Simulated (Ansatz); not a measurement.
Base system: TiO₂ in the anatase structure (space group I4_1/amd, No. 141; a = 3.7698 Å, c = 9.5518 Å).

The change: cell and atoms relaxed at a pressure of 18 GPa.

Method: PBEsol (Ansatz, a program for electronic structure, PAW, scalar-relativistic without spin-orbit coupling).

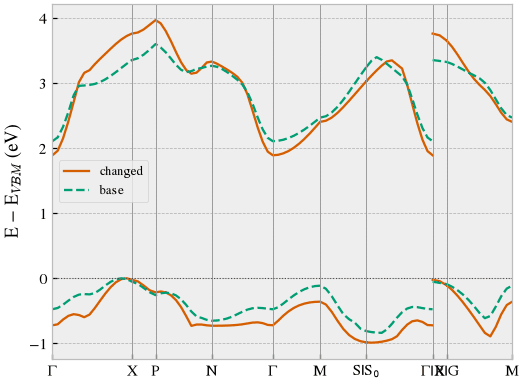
Highest valence and lowest conduction band along the path, each from its own valence-band maximum

### Question
Read the changed gap and its character from the plot.

### Answer
About 1.9 eV, indirect, Γ–X (93 % along) → Γ.

Load acts through the strain it causes; cell and atoms are relaxed under it. No phonon test of stability was made. Competing high-pressure phases were not computed. All final runs are without spin polarisation.
